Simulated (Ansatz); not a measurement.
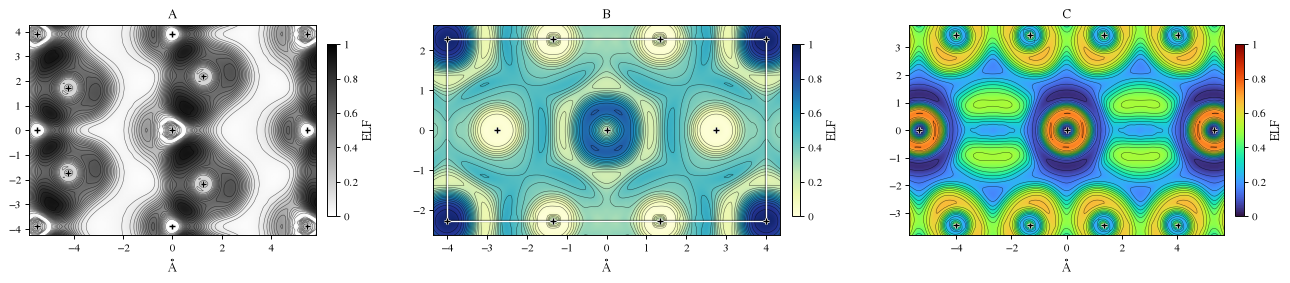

The electron localisation function of 3 systems, each on a plane through atoms (crosses mark nuclei in the plane).

All numbers below come from Ansatz 0.2.0, DFT PBE, scalar-relativistic, plane waves, PAW.

System 1: Al3BAs4, the (110) plane of the conventional cell. Space group I-42m; a structure generated by program, which may or may not match a known phase.

```
Al B As
1.0
     5.51491    0.00000    0.00000
     0.00000    5.51491    0.00000
     0.00000    0.00000   10.94116
Al B As
6 2 8
Direct
  0.00000 0.00000 0.00000
  0.50000 0.50000 0.50000
  0.50000 0.00000 0.25000
  0.00000 0.50000 0.75000
  0.00000 0.50000 0.25000
  0.50000 0.00000 0.75000
  0.00000 0.00000 0.50000
  0.50000 0.50000 0.00000
  0.22058 0.22058 0.38517
  0.72058 0.72058 0.88517
  0.27942 0.27942 0.88517
  0.77942 0.77942 0.38517
  0.27942 0.72058 0.11483
  0.77942 0.22058 0.61483
  0.72058 0.27942 0.11483
  0.22058 0.77942 0.61483
```

System 2: ScAs5, the (011) plane of the conventional cell. Space group P6/mmm; a structure generated by program, which may or may not match a known phase.

```yaml
crystal:
  lattice:
    - [5.35704, 0.00000, 0.00000]
    - [-2.67852, 4.63933, 0.00000]
    - [0.00000, 0.00000, 5.10709]
  atoms:
    - { symbol: Sc, position: [0.00000, 0.00000, 0.00000] }
    - { symbol: As, position: [0.00000, 0.50000, 0.50000] }
    - { symbol: As, position: [0.33333, 0.66667, 0.00000] }
    - { symbol: As, position: [0.66667, 0.33333, 0.00000] }
    - { symbol: As, position: [0.50000, 0.00000, 0.50000] }
    - { symbol: As, position: [0.50000, 0.50000, 0.50000] }
```

System 3: CrGe4Mo, the (11̄0) plane of the conventional cell. Space group P4/mmm; a structure generated by program, which may or may not match a known phase; changed on purpose from its base cell (volume × 0.94, shape and atoms relaxed); computed pressure about 11 GPa in this cell; computed without spin polarisation.

Question: Which map belongs to which system?

Answer: Panel A is system 1, Al3BAs4: the plane holds Al, B and As. B–As (2.13 Å): the ELF peaks at about 0.90 between the atoms; localised, covalent bonding. Panel B is system 3, CrGe4Mo: the plane holds Cr, Ge and Mo. Cr–Ge (2.60 Å): the ELF is about 0.45 at the midpoint. Panel C is system 2, ScAs5: the plane holds Sc and As. As–As (2.68 Å): the ELF peaks at about 0.60 between the atoms.
